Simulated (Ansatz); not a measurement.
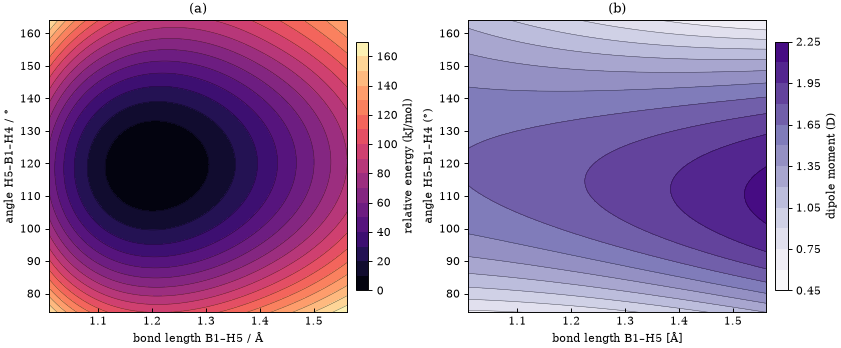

CH₂BGe, SMILES B[C]#[Ge], spin multiplicity 2. Coordinates scanned: (1) bond length B1–H5; (2) angle H5–B1–H4. Nothing is relaxed (all other coordinates rigid). Grid: 15 × 15 points. All energies are given in kJ/mol relative to the relaxed molecule at the same level. The calculation used Ansatz, UKS PBE0-D4/def2-TZVP.

Panel (a) is the energy and panel (b) the computed dipole moment on the same grid.

In the figure: filled contours. Between grid points the surface is interpolated.

How does the dipole moment vary over the map, and what is it at the lowest grid point?

Answer. Leaving out the highest fifth of the energies, it runs from 0.74 D at bond length B1–H5 = 1.365 Å, angle H5–B1–H4 = 164.2° to 2.14 D at bond length B1–H5 = 1.562 Å, angle H5–B1–H4 = 112.8°. At the lowest grid point, bond length B1–H5 = 1.207 Å, angle H5–B1–H4 = 119.2°, it is 1.78 D.
